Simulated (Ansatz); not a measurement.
# PN (phosphorus nitride): PBEsol(a = 0.1)/MIDI (density fitting with def2-universal-jkfit, exact exchange 0.1)

What is the adiabatic singlet–triplet gap of PN (phosphorus nitride) at PBEsol(a = 0.1)/MIDI (density fitting with def2-universal-jkfit, exact exchange 0.1)? 

The results are computed with Ansatz 0.2.0.

10 further runs of the same task are left out: 2 for a known fault of the program, 1 that didn't finish, 7 set aside as unsound or not needed.

**1. The system as given**

PN: 2 atoms, total charge 0, spin state singlet. SMILES: `N#P`. The bond length is the measured one. The run starts from this shape.

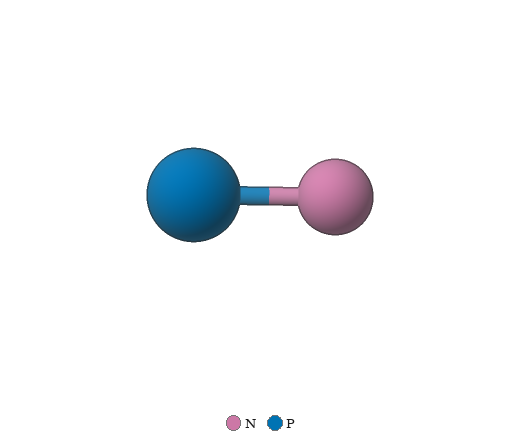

Viewed from a chosen angle; nitrogen pink, phosphorus blue.

**2. A geometry optimisation at PBEsol(a = 0.1)/MIDI (density fitting with def2-universal-jkfit, exact exchange 0.1)**

File molecule.yaml:

```yaml
crystal:
  periodic: [false, false, false]
  atoms:
    - symbol: N
      position_ang: [0.000000, 0.000000, 0.000000]
    - symbol: P
      position_ang: [0.000000, 0.000000, 1.490866]
basis:
  gaussian:
    orbitals: MIDI.json
    fitting: {mean_field: def2-universal-jkfit}
hamiltonian:
  xc: {name: PBEsol, exx: 0.1}
relax:
  max_displacement: 0.05
```

The basis set MIDI is read from a file made from the Basis Set Exchange's data (not shown).

On the command line:

```bash
$ ansatz run molecule.yaml --threads 1 --pin off --max-ram 2610MiB --events-out events.jsonl --progress --plain --runs-dir runs
```

The program printed:

```text
Warning: RAYON_NUM_THREADS=1 ignored (pool sized by the plan → 1); use --threads N
The last accepted step is kept in runs//last_step.txt (removed where the run ends without a failure and the disk answers)
[... 37 lines left out ...]
Total energy: -10697.26220594 eV, -393.1171352036 hartree
[... 2 lines left out ...]
Dipole moment:     0.000000    -0.000000     0.384949 e Å
```

It took 1.4 s on 1 thread of Arm Neoverse V1, shared host.

Steps, from the record of the run:

| step | energy from the first frame kept (eV) | largest force (eV/Å) |
| --- | --- | --- |
| 1 | 0.0000 | 5.3059 |
| 2 | -0.1616 | 2.1551 |
| 3 | -0.1995 | 0.2439 |
| 4 | -0.2000 | 0.0094 |

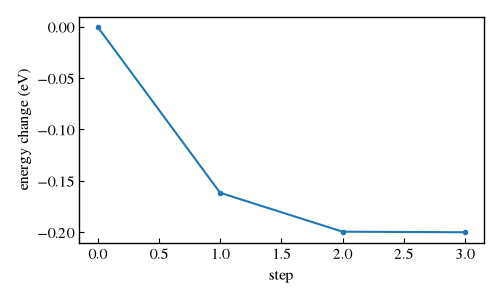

Energy along the run.

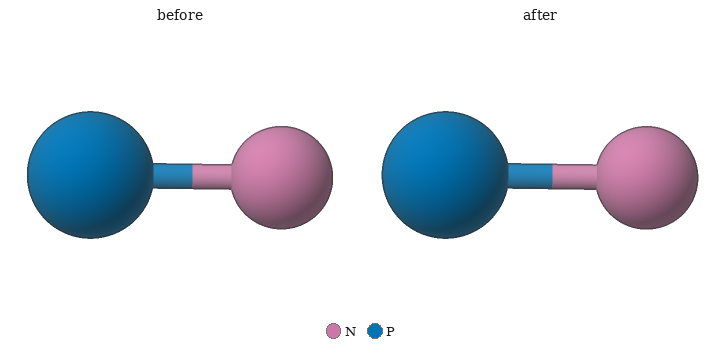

Before and after, at one scale.

After the run. Bond lengths: N1–P2 1.571 Å.

**3. The triplet**

Changes to molecule.yaml since step 2:

```diff
@@ -11,2 +11,5 @@
     fitting: {mean_field: def2-universal-jkfit}
+magnetization:
+  spin_polarized: true
+  initial_magnetization: 2
 hamiltonian:
```

The basis set MIDI is read from a file made from the Basis Set Exchange's data (not shown).

On the command line:

```bash
$ ansatz run molecule.yaml --threads 1 --pin off --max-ram 2610MiB --events-out events.jsonl --progress --plain --runs-dir runs
```

The program printed (excerpt; [...] marks lines left out):

```text
Warning: RAYON_NUM_THREADS=1 ignored (pool sized by the plan → 1); use --threads N
[... 1 set-up line as earlier in the session ...]
[... 60 lines left out ...]
Total energy: -10694.19447702 eV, -393.0043982453 hartree
[... 2 lines left out ...]
Dipole moment:     0.000000     0.000000     0.247697 e Å
```

It took 6.6 s on 1 thread of Arm Neoverse V1, shared host.

The path in brief:

| step | energy from the first frame kept (eV) | largest force (eV/Å) |
| --- | --- | --- |
| 1 | 0.0000 | 8.9161 |
| 2 | -0.5622 | 8.7271 |
| 3 | -0.9148 | 5.8401 |
| 4 | -1.2141 | 2.5284 |
| 5 | -1.3029 | 0.5034 |
| 6 | -1.3077 | 0.1457 |
| 7 | -1.3081 | 0.0003 |

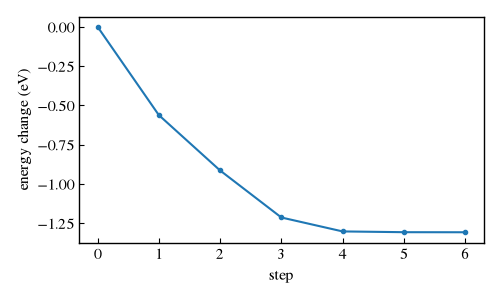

Energy along the run.

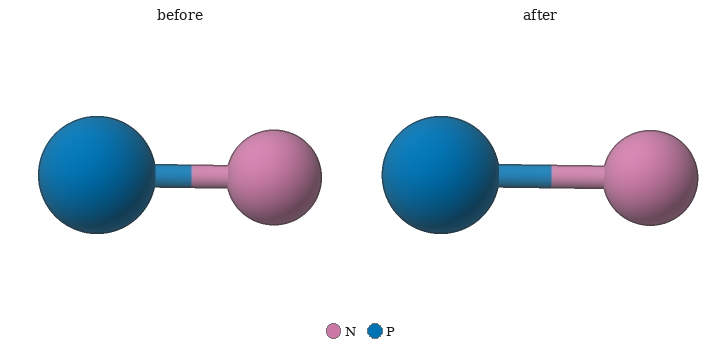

Before and after, at one scale.

After the run. Bond lengths: N1–P2 1.766 Å.

**4. Summary of results**

Level: PBEsol(a = 0.1)/MIDI (density fitting with def2-universal-jkfit, exact exchange 0.1).

| quantity | value |
| --- | --- |
| singlet: total energy at the end | -393.11714 Eh |
| singlet: dipole moment | 1.85 D |
| singlet: bond length | 1.571 Å |
| triplet: total energy at the end | -393.00440 Eh |
| triplet: dipole moment | 1.19 D |
| triplet: bond length | 1.766 Å |
| triplet: ⟨S²⟩ | 2.022 |
| adiabatic energy of the triplet above the singlet (no zero-point term) | 3.068 eV |

The adiabatic energy of the triplet above the singlet (no zero-point term) is 3.07 eV (296 kJ/mol). The optimisation (singlet) took 3 steps and changed the energy by -0.200 eV. The optimisation (triplet) took 6 steps and changed the energy by -1.308 eV.
